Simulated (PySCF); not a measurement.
**doublet [C2H4F2]− at 3 levels**

Aim: a comparison of 3 runs (U-r2SCAN/def2-SVPD, UM06-2X/def2-SVPD, UPBE0/def2-SVPD) of doublet [C2H4F2]−. Input form: a Python script.

The results are computed with PySCF 2.14.0.

## Step 1: Starting point

The species is [C2H4F2]− (8 atoms), meant as a doublet with charge -1. SMILES of the parent species: `FCCF`. Geometry: relaxed at PBE0-D4/def2-TZVP. This is one conformer, not always the lowest. That shape belongs to the parent species and isn't relaxed for this state.

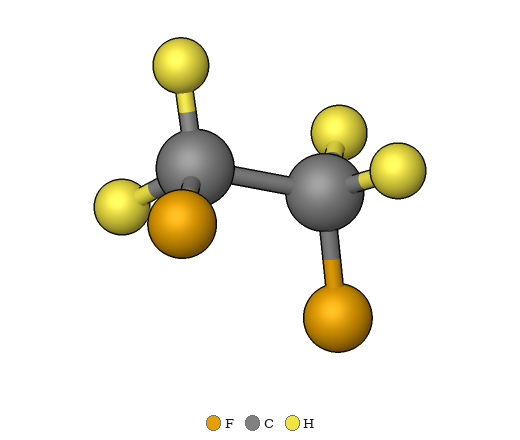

The structure, seen from a chosen angle (fluorine amber, carbon grey, hydrogen yellow).

## Step 2: The energy at U-r2SCAN/def2-SVPD (run 1)

The input, mol.xyz:

```xyz
8
C2H4F2
F     -1.312370     0.775570     0.874010
C     -0.115750     0.716060     0.193200
C      0.217900    -0.696080    -0.177380
F     -0.618130    -1.153280    -1.172850
H     -0.201180     1.337840    -0.702830
H      0.670250     1.117960     0.841860
H      1.248900    -0.742470    -0.544780
H      0.110390    -1.355610     0.688780
```

The input, input.py:

```python
from pyscf import gto, dft

mol = gto.M(
    atom='mol.xyz',
    charge=-1,
    spin=1,
    basis='def2-svpd',
    verbose=3,
    max_memory=1860,
)

ks = dft.UKS(mol, xc='r2scan')
ks.grids.level = 5
ks.conv_tol = 1e-10
ks.kernel()
if not ks.converged:
    ks = ks.newton().run(ks.mo_coeff, ks.mo_occ)

etot = ks.e_tot
print(f'total energy: {etot:.8f} hartree')
```

Started as:

```bash
$ OMP_NUM_THREADS=1 python input.py
```

Log:

```text
WARN: HOMO 0.000113514254739044 >= LUMO 0.0001135142547386

converged SCF energy = -277.893818526996  <S^2> = 0.75073041  2S+1 = 2.0007303
total energy: -277.89381853 hartree
```

Run time: 2 min. Hardware: 1 thread of Arm Neoverse V2, shared host; peak memory 0.71 GiB.

## Step 3: The energy at UM06-2X/def2-SVPD (run 2)

The input, job.py:

```python
from pyscf import gto, dft

mol = gto.M(
    atom='''
F       -1.312370       0.775570       0.874010
C       -0.115750       0.716060       0.193200
C        0.217900      -0.696080      -0.177380
F       -0.618130      -1.153280      -1.172850
H       -0.201180       1.337840      -0.702830
H        0.670250       1.117960       0.841860
H        1.248900      -0.742470      -0.544780
H        0.110390      -1.355610       0.688780
''',
    spin=1,
    charge=-1,
    verbose=4,
    max_memory=1860,
    basis='def2-svpd',
)

ks = dft.UKS(mol, xc='m06-2x')
ks.conv_tol = 1e-10
ks.grids.level = 5
ks.kernel()
if not ks.converged:
    ks = ks.newton().run(ks.mo_coeff, ks.mo_occ)

etot = ks.e_tot
print(f'total energy: {etot:.8f} hartree')
```

Started as:

```bash
$ OMP_NUM_THREADS=1 python job.py
```

Log:

```text
PySCF version 2.14.0

[... 58 lines left out ...]
WARN: HOMO 0.0229057852639714 >= LUMO 0.0229057852639709
[... 62 lines left out ...]
converged SCF energy = -277.918285663889  <S^2> = 0.75243196  2S+1 = 2.0024305
total energy: -277.91828566 hartree
```

Wall time 2.3 min (1 thread of Arm Neoverse V2, shared host); peak memory 0.71 GiB.

## Step 4: A single-point energy at UPBE0/def2-SVPD (run 3)

The input, input.py:

```python
from pyscf import gto, dft

mol = gto.Mole()
mol.atom = [
    ('F', (-1.312370, 0.775570, 0.874010)),
    ('C', (-0.115750, 0.716060, 0.193200)),
    ('C', (0.217900, -0.696080, -0.177380)),
    ('F', (-0.618130, -1.153280, -1.172850)),
    ('H', (-0.201180, 1.337840, -0.702830)),
    ('H', (0.670250, 1.117960, 0.841860)),
    ('H', (1.248900, -0.742470, -0.544780)),
    ('H', (0.110390, -1.355610, 0.688780)),
]
mol.spin = 1
mol.verbose = 3
mol.max_memory = 1860
mol.basis = 'def2-svpd'
mol.charge = -1
mol.build()

calc0 = dft.UKS(mol, xc='pbe0')
calc0.conv_tol = 1e-10
calc0.grids.level = 5
calc0.kernel()
if not calc0.converged:
    calc0 = calc0.newton().run(calc0.mo_coeff, calc0.mo_occ)

etot = calc0.e_tot
print('E(%s) = %.9f' % ('PBE0', etot))
```

Started as:

```bash
$ OMP_NUM_THREADS=1 python input.py
```

Log:

```text
WARN: HOMO 0.00578279945412286 >= LUMO 0.00578279945412996

converged SCF energy = -277.747863755992  <S^2> = 0.75031705  2S+1 = 2.000317
E(PBE0) = -277.747863756
```

Wall time 46 s (1 thread of Arm Neoverse V2, shared host); peak memory 0.67 GiB.

## Step 5: Overview of the runs

```
run               level  energy (Eh)  HOMO energy (eV)  LUMO energy (eV)   ⟨S²⟩  wall time
  1  U-r2SCAN/def2-SVPD  -277.893819              3.43              4.40  0.751      2 min
  2   UM06-2X/def2-SVPD  -277.918286              2.55              2.65  0.752    2.3 min
  3     UPBE0/def2-SVPD  -277.747864              3.08              4.60  0.750       46 s
```

## Step 6: Results

| quantity | value |
| --- | --- |
| run 3: total energy | -277.74786 Eh |
| run 3: HOMO energy (highest over α and β) | 3.08 eV |
| run 3: LUMO energy (lowest over α and β) | 4.60 eV |
| run 3: ⟨S²⟩ | 0.750 |

**Reading.** Totals of different functionals can't be ranked against each other. In runs 1, 2, 3 the HOMO lies above zero, so the outermost electron may be held by the basis alone. All runs together took 5.1 min, the longest 2.3 min.
